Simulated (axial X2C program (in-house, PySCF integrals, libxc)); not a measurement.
**PdSr: properties at the nuclei**

Aim: properties at the nuclei of PdSr, with spin–orbit coupling in the Hamiltonian from the start.

The runs use an in-house X2C program for linear molecules on PySCF integrals; two-component X2C with atomic mean-field terms, Pd dyall-cv3z, Sr dyall-cv3z.

All values are calculated.

**1. Set-up**

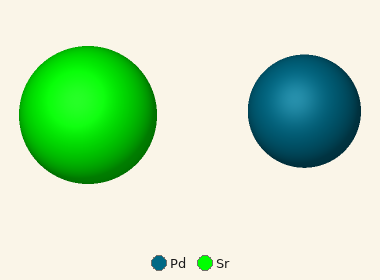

The two atoms at 3.050 Å (palladium blue, strontium green).

File task.json:

```json
{
 "zs": [
  46,
  38
 ],
 "q": 0,
 "bas": [
  "dyall-cv3z",
  "dyall-cv3z"
 ],
 "r0": 3.05,
 "levels": [
  "PBE0",
  "HF",
  "LDA",
  "PBE50",
  "BHandHLYP"
 ],
 "nst": 3
}
```

Keys: zs atomic numbers; q charge; bas basis sets; r0 starting distance in Å; levels methods (HF also brings MP2); nst determinants followed.

Run with:

```
python soeom.py task.json out
```

The runs that follow: Expectation values, lowest determinant; Expectation values, a higher determinant; Expectation values, a higher determinant.

Q: Predict the outcome of this session. Wanted: lowest state; qzz Pd; qzz Sr; μ; higher state; Eeff magnitude; Ws magnitude Pd; A∥/gI Pd; qzz Pd.

As calculated:

```
                                  quantity                               value
                              lowest state                Ω = 0 (closed shell)
                       qzz Pd (a.u.), PBE0                                1.23
                       qzz Sr (a.u.), PBE0                                0.17
                               μ (D), PBE0                                4.06
                              higher state       Ω = 1 (unpaired: 2 × ω = 1/2)
Eeff magnitude (GV/cm), PBE0, higher state                                1.69
 Ws magnitude Pd (kHz), PBE0, higher state                                0.52
        A∥/gI Pd (MHz), PBE0, higher state                                3270
         qzz Pd (a.u.), PBE0, higher state                                1.24
                              higher state  Ω = 2 (unpaired: ω = 1/2, ω = 3/2)
Eeff magnitude (GV/cm), PBE0, higher state                                1.38
 Ws magnitude Pd (kHz), PBE0, higher state                                0.62
        A∥/gI Pd (MHz), PBE0, higher state                                 959
         qzz Pd (a.u.), PBE0, higher state                                1.69
```

In words: The expectation values come from single determinants. Eeff is the effective electric field on the electron dipole moment in this Ω state and Ws the scalar–pseudoscalar constant (defined with the proton number Z and per Ω); A∥ is the parallel hyperfine constant, which follows by multiplying with the nuclear g factor gI = μI/(I μN); qzz is the electric field gradient, eQq0 = 234.96 MHz × Q/barn × qzz; μ is positive if Sr is the positive end. The operators were transformed with the bare-nucleus X2C matrices.
